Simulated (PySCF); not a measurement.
# 2-formyl-1-fluorobenzene: NMR shifts in gas and solvents, part 2 of 2

PySCF 2.14.0. Atoms count from 0. Earlier steps stand in the parts before.

## Step 7: NMR shieldings: WP04/pcSseg-2 in chloroform

The job: settings as JSON, then the geometry in Å.

```
{"job": {"kind": "nmr", "xc": "WP04", "basis": "pcSseg-2", "pop": false, "solvent": "chloroform"}, "charge": 0, "multiplicity": 1}
O      2.804852    -1.464004     0.266832
C      2.312668    -0.391750     0.019213
C      0.856980    -0.151111     0.007369
C     -0.029721    -1.183422     0.315879
C     -1.393341    -0.971023     0.310060
C     -1.893190     0.287926    -0.008160
C     -1.036915     1.331474    -0.318835
C      0.323214     1.093855    -0.305066
F      1.147397     2.103085    -0.605587
H      2.945477     0.483004    -0.215434
H      0.394290    -2.150926     0.558368
H     -2.072351    -1.779232     0.551763
H     -2.963087     0.460346    -0.014755
H     -1.403267     2.318783    -0.569915
```

Method: GIAO WP04/pcSseg-2 NMR shielding, non-relativistic, IEF-PCM chloroform.

What it wrote:

```text
coarse grid: 12880 points
cycle   1  E = -454.3644386312  dE =  1.584e+00  |g| = 1.296e+00  |ddm| = 3.500e+00
cycle   2  E = -453.3677301713  dE =  9.967e-01  |g| = 2.526e+00  |ddm| = 5.880e+00
cycle   3  E = -454.6159854440  dE = -1.248e+00  |g| = 4.272e-01  |ddm| = 5.344e+00
cycle   4  E = -454.6525298896  dE = -3.654e-02  |g| = 1.428e-01  |ddm| = 4.354e-01
cycle   5  E = -454.6554635823  dE = -2.934e-03  |g| = 5.046e-02  |ddm| = 1.117e-01
cycle   6  E = -454.6559232530  dE = -4.597e-04  |g| = 1.426e-02  |ddm| = 4.666e-02
cycle   7  E = -454.6559638537  dE = -4.060e-05  |g| = 4.831e-03  |ddm| = 1.208e-02
cycle   8  E = -454.6559694727  dE = -5.619e-06  |g| = 1.405e-03  |ddm| = 5.290e-03
final grid: 128128 points
cycle   9  E = -454.6612868227  dE = -1.721e-04  |g| = 9.929e-03  |ddm| = 1.120e-01
cycle  10  E = -454.6612437949  dE =  4.303e-05  |g| = 1.765e-02  |ddm| = 2.052e-02
cycle  11  E = -454.6613075245  dE = -6.373e-05  |g| = 3.425e-03  |ddm| = 1.330e-02
cycle  12  E = -454.6613095839  dE = -2.059e-06  |g| = 8.556e-04  |ddm| = 3.431e-03
cycle  13  E = -454.6613096942  dE = -1.103e-07  |g| = 4.031e-04  |ddm| = 8.379e-04
cycle  14  E = -454.6613097263  dE = -3.210e-08  |g| = 8.124e-05  |ddm| = 3.719e-04
cycle  15  E = -454.6613097276  dE = -1.331e-09  |g| = 3.676e-05  |ddm| = 8.542e-05
cycle  16  E = -454.6613097279  dE = -3.282e-10  |g| = 5.885e-06  |ddm| = 2.648e-05
converged SCF energy = -454.6613097279

GIAO shielding tensors (ppm)
atom      isotropic    diamagn.    paramagn.     s11        s22        s33       span
  0 O     -262.398     395.207    -657.605   -826.511   -368.060    407.377   1233.888
  1 C      -23.967     245.389    -269.356   -112.755    -48.512     89.365    202.121
  2 C       40.516     260.562    -220.046    -23.732     -1.378    146.659    170.391
  3 C       34.775     255.643    -220.868    -71.317      5.818    169.826    241.143
  4 C       40.208     254.830    -214.622    -69.768     24.176    166.216    235.984
  5 C       26.096     253.138    -227.041    -87.822      5.090    161.021    248.843
  6 C       48.693     254.891    -206.198    -39.733     30.372    155.439    195.171
  7 C       -6.705     257.257    -263.962    -85.280      0.538     64.628    149.908
  8 F      306.059     472.692    -166.634    214.635    295.448    408.092    193.457
  9 H       21.459      27.957      -6.497     17.933     21.396     25.050      7.118
 10 H       23.636      32.165      -8.529     19.965     23.352     27.589      7.624
 11 H       24.396      30.277      -5.881     21.172     24.362     27.654      6.482
 12 H       24.032      29.056      -5.024     21.072     23.482     27.543      6.470
 13 H       24.493      30.177      -5.684     21.399     24.114     27.965      6.566
```

It took 2.6 min on 2 threads of Intel Xeon at 2.50GHz, shared host; peak memory 2.7 GiB.

In short: δ C1 199.1, C7 181.8, C5 149.0, C3 140.3, H9 10.41, H10 8.23 ppm.

## Step 8: Shielding tensors: wB97X-D/pcSseg-2 in chloroform

Same as in step 7 but for these lines:

```diff
@@ -1,2 +1,2 @@
-{"job": {"kind": "nmr", "xc": "WP04", "basis": "pcSseg-2", "pop": false, "solvent": "chloroform"}, "charge": 0, "multiplicity": 1}
+{"job": {"kind": "nmr", "xc": "wB97X-D", "basis": "pcSseg-2", "pop": false, "solvent": "chloroform"}, "charge": 0, "multiplicity": 1}
 O      2.804852    -1.464004     0.266832
```

With the program's defaults for keys left out, this is: GIAO wB97X-D/pcSseg-2 NMR shielding, non-relativistic, IEF-PCM chloroform.

What it wrote:

```text
coarse grid: 12880 points
cycle   1  E = -444.6545043648  dE =  2.056e+00  |g| = 9.530e-01  |ddm| = 3.180e+00
cycle   2  E = -444.4933169107  dE =  1.612e-01  |g| = 1.395e+00  |ddm| = 2.185e+00
cycle   3  E = -444.8290722929  dE = -3.358e-01  |g| = 9.162e-02  |ddm| = 1.496e+00
cycle   4  E = -444.8304128408  dE = -1.341e-03  |g| = 5.856e-02  |ddm| = 9.593e-02
cycle   5  E = -444.8310207523  dE = -6.079e-04  |g| = 1.260e-02  |ddm| = 5.670e-02
cycle   6  E = -444.8310607433  dE = -3.999e-05  |g| = 5.091e-03  |ddm| = 1.704e-02
cycle   7  E = -444.8310692195  dE = -8.476e-06  |g| = 1.404e-03  |ddm| = 8.409e-03
final grid: 128128 points
cycle   8  E = -444.8320195997  dE = -2.514e-04  |g| = 9.477e-03  |ddm| = 8.670e-02
cycle   9  E = -444.8320190262  dE =  5.735e-07  |g| = 1.044e-02  |ddm| = 1.727e-02
cycle  10  E = -444.8320349181  dE = -1.589e-05  |g| = 7.271e-04  |ddm| = 6.526e-03
cycle  11  E = -444.8320350358  dE = -1.177e-07  |g| = 4.383e-04  |ddm| = 1.740e-03
cycle  12  E = -444.8320350864  dE = -5.064e-08  |g| = 1.295e-04  |ddm| = 5.223e-04
cycle  13  E = -444.8320350929  dE = -6.427e-09  |g| = 6.492e-05  |ddm| = 3.231e-04
cycle  14  E = -444.8320350953  dE = -2.451e-09  |g| = 2.734e-05  |ddm| = 1.770e-04
cycle  15  E = -444.8320350956  dE = -3.258e-10  |g| = 7.972e-06  |ddm| = 5.897e-05
converged SCF energy = -444.8320350956

GIAO shielding tensors (ppm)
atom      isotropic    diamagn.    paramagn.     s11        s22        s33       span
  0 O     -284.798     396.830    -681.628   -896.972   -380.646    423.226   1320.198
  1 C      -16.112     244.726    -260.838   -102.612    -48.174    102.451    205.063
  2 C       52.166     257.736    -205.570    -15.191     13.136    158.553    173.744
  3 C       45.173     252.742    -207.569    -63.586     14.617    184.487    248.073
  4 C       51.507     251.821    -200.313    -60.772     35.498    179.796    240.567
  5 C       35.634     250.353    -214.719    -81.647     13.905    174.644    256.291
  6 C       59.451     253.764    -194.313    -31.132     42.305    167.180    198.312
  7 C        4.993     253.075    -248.081    -79.775     15.290     79.465    159.240
  8 F      311.679     469.338    -157.659    220.608    291.861    422.569    201.961
  9 H       20.808      28.083      -7.275     17.142     20.825     24.458      7.315
 10 H       23.040      32.469      -9.428     19.302     22.837     26.981      7.679
 11 H       23.864      30.741      -6.877     20.518     23.973     27.100      6.583
 12 H       23.424      29.541      -6.117     20.433     22.892     26.948      6.515
 13 H       23.946      30.812      -6.866     20.833     23.656     27.350      6.517
```

It took 3.2 min on 2 threads of Intel Xeon at 2.50GHz, shared host; peak memory 2.7 GiB.

This run: δ C1 203.2, C7 182.1, C5 151.5, C3 141.9, H9 10.81, H10 8.57 ppm.

## Step 9: Run by run: NMR shifts

Shifts (ppm) of some atoms, chosen among heavy atoms and hydrogens apart, with basis size and wall time (the measured row can stand on another reference than the computed rows):

```csv
run,C1,C5,C3,H12,H13,O0,F8,functions,time
PBE0/pcSseg-2,196.5,146.5,139.6,7.88,7.42,658.9,-128.8,394,2.6 min
KT3/pcSseg-2,180.3,134.0,126.8,7.56,7.12,592.8,-142.6,394,3.3 min
wB97X-D/pcSseg-2,198.7,148.3,141.7,7.91,7.44,658.0,-124.6,394,2.6 min
B97-2/pcSseg-2,192.4,143.4,136.8,7.81,7.35,636.9,-127.6,394,2.5 min
WP04/pcSseg-2 in chloroform,199.1,149.0,140.3,7.84,7.38,585.8,-127.1,394,2.6 min
wB97X-D/pcSseg-2 in chloroform,203.2,151.5,141.9,8.19,7.67,619.9,-124.5,394,3.2 min
measured,–,–,–,–,–,–,-122.4,–,–
```

Measured: G. Saielli, R. Bini, A. Bagno, Computational 19F NMR. 2. Organic compounds, RSC Adv. 2014, ESI (exp. from Berger-Braun-Kalinowski 1994 and Everett 1995).

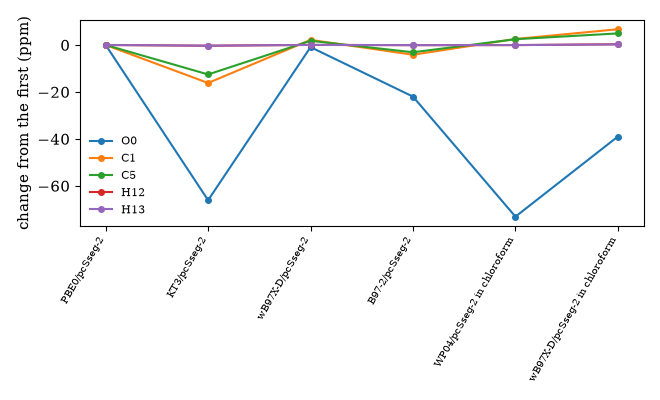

How five of the tabulated atoms move from run to run.

## Step 10: Outcome

The summary covers parts 1 to 2.

| quantity | value |
| --- | --- |
| point group | Cs |
| rotational constants (main isotopes) | 2.59, 1.58, 0.98 GHz |
| ¹³C shifts against TMS (PBE0/pcSseg-2) | 196.5, 179.5, 146.5, 139.6, 132.9, 132.8, 124.7 ppm |
| ¹H shifts against TMS (PBE0/pcSseg-2) | 10.92, 8.49, 7.88, 7.54, 7.42 ppm |
| ¹⁷O shifts against H2O (PBE0/pcSseg-2) | 658.9 ppm |
| ¹⁹F shifts against CFCl3 (PBE0/pcSseg-2) | -128.8 ppm |
| measured, and computed on the same scale | F8 δ -122.4, -128.8 ppm |
| range of the shift of O0 (wB97X-D/pcSseg-2 runs) | 619.9 to 658.0 ppm |

What this shows: Over 12 steps the energy fell by 0.142 eV; of the close pairs, C3–C4 changed most, 1.415 to 1.380 Å. C1 (aldehyde carbonyl carbon) lies farthest downfield among carbon, at 196.5 ppm; low-lying n→π* states of the double bond to the heteroatom give a large paramagnetic term (-256 ppm). The most deshielded hydrogen is H9 (hydrogen on an aldehyde carbonyl carbon), at 10.92 ppm: deshielded by the polar, anisotropic C=O bond. At PBE0/pcSseg-2: The widest tensor belongs to O0: span 1415 ppm, with a paramagnetic part of -725 ppm. The one measured ¹⁹F shift is missed by -6.4 ppm (computed less measured, unscaled). Vibration, temperature and solvent are missing from the calculation, and it holds one conformer, so part of the miss against the measured shifts is not the functional's. NICS(1)zz of -26 ppm above the planar ring from C2 marks a diatropic (aromatic) ring current. At one level, wB97X-D/pcSseg-2: Across the 2 runs the shift of O0 moves most, between 619.9 (wB97X-D/pcSseg-2 in chloroform) and 658.0 ppm (wB97X-D/pcSseg-2).
